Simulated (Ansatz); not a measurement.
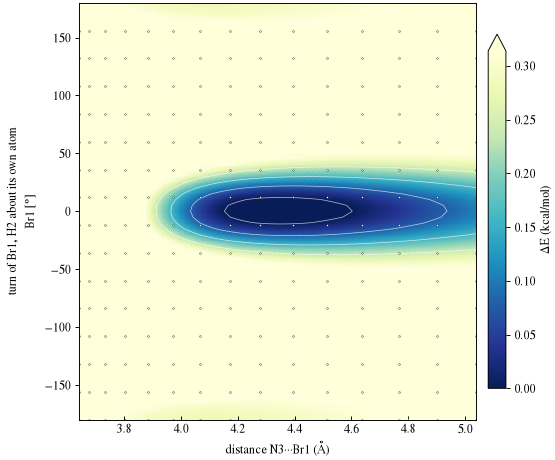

The pair BrH···N₂. The turn is about an axis along (0.95, 0.31, 0.01) in the frame of the relaxed pair, normal to the line between the partners. The first coordinate is: distance N3···Br1; the second: turn of Br1, H2 about its own atom Br1. Grid: 15 × 15 points. Points are written as (first, second). All energies are given in kcal/mol relative to the lowest grid point. These are results of Ansatz, RHF/def2-TZVPD, not measurements.

Drawn: a smooth colour map with a few white contour lines, dots at the grid points, one colour for all values above the top of the scale. Between grid points the surface is interpolated.

> Where is the minimum, and how stiff is the well along each coordinate?

The interpolated minimum is at distance N3···Br1 ≈ 4.339 Å, the second coordinate ≈ 1°. The curvatures there are about 0.066 eV/Å² and 0.075 eV/rad², with a cross term of about 0 eV/(Å·rad). Round the minimum the two coordinates are nearly uncoupled. (1 eV is 23.1 kcal/mol.)
